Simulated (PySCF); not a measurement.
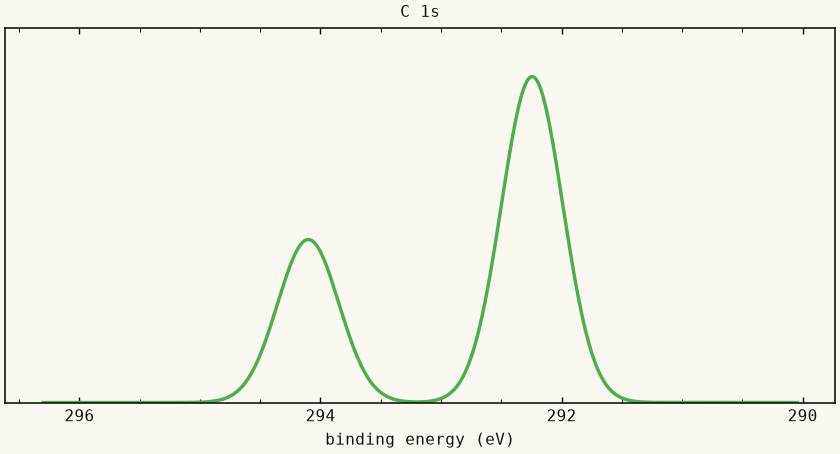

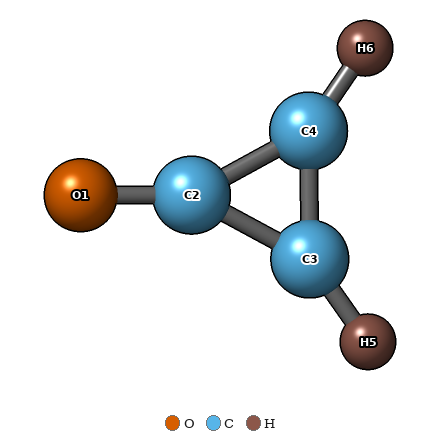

Simulated XPS of C₃H₂O (cyclopropenone), SMILES O=c1cc1. Vertical core-electron binding energies by ΔSCF (SCAN, pcX-2 on the ionised atom, pcseg-1 elsewhere, spin-free X2C; PySCF, at a GFN2-xTB geometry (no frequency check)), gas phase, against the vacuum level. One atom of each kind was ionised; within a panel, areas follow the number of like atoms, Gaussians of 0.6 eV full width. Only the regions named are shown.

> Assign the components.

| level | atoms | binding energy (eV) |
| --- | --- | --- |
| C 1s | C2 | 294.1 |
| C 1s | C3, C4 | 292.2 |

> How large is the chemical shift across the C 1s region?

1.9 eV, from C3, C4 at 292.2 eV to C2 at 294.1 eV.

Caveats: the tight-binding geometry is rougher than a DFT one and adds to the error.
